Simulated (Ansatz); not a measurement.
# C2H5Al (SMILES C=[CH][AlH2]) at BHLYP/def2-SVPD

Aim: the electronic atomisation energy of C2H5Al at BHLYP/def2-SVPD, from 4 runs. 

The calculation is run with Ansatz 0.2.0.

33 further runs of the same task are left out: 33 set aside as unsound or not needed.

## 1. The molecule

C2H5Al: 8 atoms, total charge 0, spin state singlet. SMILES: `C=[CH][AlH2]`. The shape is that of a PBE0-D4/def2-TZVP optimisation.

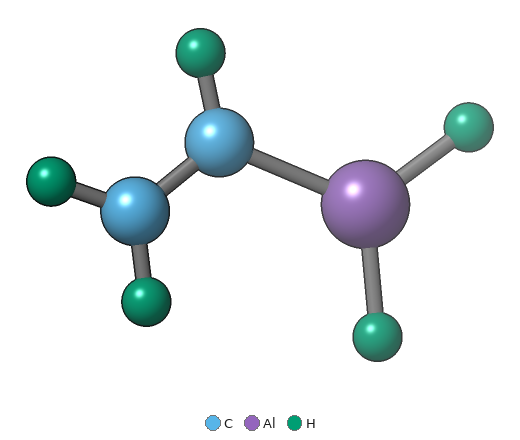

Viewed from a chosen angle; carbon blue, aluminium purple, hydrogen teal.

## 2. The energy at BHLYP/def2-SVPD

molecule.yaml

```yaml
crystal:
  periodic: [false, false, false]
  atoms:
    - symbol: C
      position_ang: [-1.029900, 0.829200, -0.357000]
    - symbol: C
      position_ang: [0.199000, 0.651000, 0.138100]
    - symbol: Al
      position_ang: [0.930800, -1.139300, 0.262000]
    - symbol: H
      position_ang: [-1.636900, -0.008600, -0.695500]
    - symbol: H
      position_ang: [-1.495000, 1.809300, -0.451900]
    - symbol: H
      position_ang: [0.735600, 1.546100, 0.452700]
    - symbol: H
      position_ang: [2.384000, -1.417900, 0.837700]
    - symbol: H
      position_ang: [0.004400, -2.327000, -0.241900]
basis:
  gaussian:
    orbitals: def2-SVPD
hamiltonian:
  xc: {name: BHLYP}
accuracy: high
output: {orbitals: {seedname: orbitals}}
```

Run with:

```
$ ansatz run molecule.yaml --threads 1 --pin off --max-ram 3480MiB --events-out events.jsonl --progress --plain --runs-dir runs
```

The log of the run:

```text
Warning: RAYON_NUM_THREADS=1 ignored (pool sized by the plan → 1); use --threads N
Functional definition: BHLYP
  name "BHLYP"
  parameter a = 0.5
  exchange = (1 - a)*b88_x + a*exact_x
  correlation = lyp_c
2110 factors; integrals over basis functions are off by at most 3.5e-9 eV
mean field evaluation 1: about -8743.2231 eV, gradient 3.4e1 eV
mean field evaluation 2: about -8743.8397 eV, gradient 3.0e1 eV
mean field evaluation 4: about -8746.3502 eV, gradient 7.0e-1 eV
mean field evaluation 8: about -8746.3516 eV, gradient 2.4e-3 eV
mean field evaluation 16: about -8746.3516 eV, gradient 2.1e-7 eV
mean field -8746.35155064 eV, -321.4224909962 hartree, gradient 7.0e-8 eV, S^2 0.000000; 0 other end points of the search recorded, 0 dependent functions left out
reference -8746.35158006 eV, -321.4224920770 hartree; 15, 15 occupied and 89, 89 virtual orbitals, 2110 factors
Total energy: -8746.35158006 eV, -321.4224920770 hartree
```

Run time: 7.5 s. Hardware: 1 thread of Arm Neoverse V2, shared host; peak memory 0.32 GiB.

## 3. The Al atom at the same level

molecule.yaml

```yaml
crystal:
  periodic: [false, false, false]
  atoms:
    - {symbol: Al, position_ang: [0.000000, 0.000000, 0.000000]}
basis:
  gaussian:
    orbitals: def2-SVPD
magnetization:
  spin_polarized: true
  initial_magnetization: 1
hamiltonian:
  xc: {name: BHLYP}
accuracy: high
```

Run with:

```
$ ansatz run molecule.yaml --threads 1 --pin off --max-ram 3480MiB --events-out events.jsonl --progress --plain --runs-dir runs
```

The log of the run:

```text
Warning: RAYON_NUM_THREADS=1 ignored (pool sized by the plan → 1); use --threads N
[... 5 set-up lines as earlier in the session ...]
202 factors; integrals over basis functions are off by at most 1.9e-9 eV
mean field evaluation 1: about -6592.8656 eV, gradient 1.7e0 eV
mean field evaluation 2: about -6592.9152 eV, gradient 5.0e-1 eV
mean field evaluation 4: about -6592.9207 eV, gradient 3.6e-2 eV
mean field evaluation 8: about -6592.9207 eV, gradient 2.6e-4 eV
mean field evaluation 16: about -6592.9207 eV, gradient 9.0e-8 eV
mean field -6592.92069441 eV, -242.2853666773 hartree, gradient 9.0e-8 eV, S^2 0.756321; 0 other end points of the search recorded, 0 dependent functions left out
reference -6592.92070960 eV, -242.2853672356 hartree; 7, 6 occupied and 17, 18 virtual orbitals, 202 factors
Total energy: -6592.92070960 eV, -242.2853672356 hartree
```

It took 0.81 s on 1 thread of Arm Neoverse V2, shared host.

## 4. The C atom, same level

in.yaml

```yaml
crystal:
  periodic: [false, false, false]
  atoms:
    - {symbol: C, position_ang: [0.000000, 0.000000, 0.000000]}
basis:
  gaussian:
    orbitals: def2-SVPD
magnetization:
  spin_polarized: true
  initial_magnetization: 2
hamiltonian:
  xc: {name: BHLYP}
accuracy: high
```

Run the same way, it converges to -37.80276 Eh (log not shown).

## 5. The H atom, same level

Edit molecule.yaml of step 3 so:

```diff
@@ -3,3 +3,3 @@
   atoms:
-    - {symbol: Al, position_ang: [0.000000, 0.000000, 0.000000]}
+    - {symbol: H, position_ang: [0.000000, 0.000000, 0.000000]}
 basis:
```

Run the same way, it converges to -0.49784 Eh (log not shown).

## 6. Results

Level: BHLYP/def2-SVPD.

```
                     quantity          value
       molecule: total energy  -321.42249 Eh
        molecule: HOMO energy       -9.05 eV
        molecule: LUMO energy       -0.81 eV
      molecule: HOMO–LUMO gap        8.24 eV
        Al atom: total energy  -242.28537 Eh
                Al atom: ⟨S²⟩          0.756
         C atom: total energy   -37.80276 Eh
                 C atom: ⟨S²⟩          2.005
         H atom: total energy    -0.49784 Eh
                 H atom: ⟨S²⟩          0.750
electronic atomisation energy      28.365 eV
```

Taking the molecule apart into free atoms costs 28.37 eV (2737 kJ/mol), before zero-point energy and without spin-orbit coupling.
